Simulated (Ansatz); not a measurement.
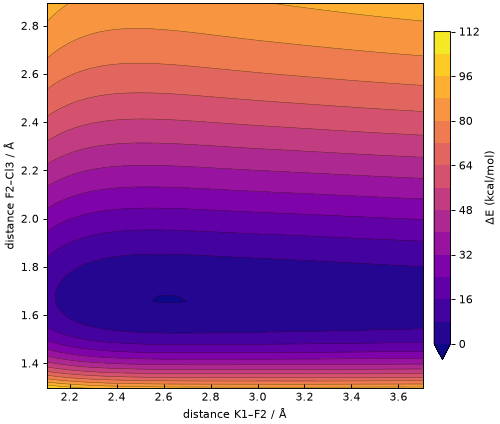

Energy landscape of the system K⁺ + FCl. 
- Coordinates scanned: (1) distance K1–F2; (2) distance F2–Cl3.
- Nothing is relaxed (the angle K1–F2–Cl3 is fixed at 180 degrees).
- The scan uses a 17 × 17 grid.
- Energies are in kcal/mol, from the lowest grid point.
- The reference is spin-restricted, so regions where a bond is pulled apart into radicals lie too high.
- Theory: RKS PBE0-D4/def2-SVPD in Ansatz.

Drawn: filled contours. Between grid points the surface is interpolated. 

Q: Describe this landscape.

A: The lowest grid point is at distance K1–F2 = 2.650 Å, distance F2–Cl3 = 1.649 Å. The highest grid point, distance K1–F2 = 2.104 Å, distance F2–Cl3 = 1.296 Å, lies 106 kcal/mol above the lowest.

The values on the grid:

| distance F2–Cl3 ↓, distance K1–F2 → | 2.148 | 2.286 | 2.457 | 2.650 | 2.861 | 3.087 | 3.325 | 3.575 |
| --- | --- | --- | --- | --- | --- | --- | --- | --- |
| 2.767 | 84 | 80 | 79 | 79 | 81 | 82 | 83 | 85 |
| 2.517 | 69 | 65 | 64 | 64 | 65 | 66 | 68 | 69 |
| 2.279 | 50 | 47 | 45 | 45 | 46 | 47 | 49 | 50 |
| 2.053 | 31 | 27 | 25 | 25 | 26 | 27 | 28 | 29 |
| 1.842 | 14 | 10 | 7 | 7 | 8 | 9 | 10 | 10 |
| 1.649 | 8 | 3 | 0 | 0 | 0 | 1 | 2 | 2 |
| 1.478 | 25 | 19 | 17 | 16 | 16 | 16 | 17 | 17 |
| 1.340 | 75 | 69 | 66 | 65 | 64 | 64 | 65 | 65 |

The table holds every second grid line.

The whole map (289 points run) took 20 min on 1 thread of Arm Neoverse V1 (shared host).
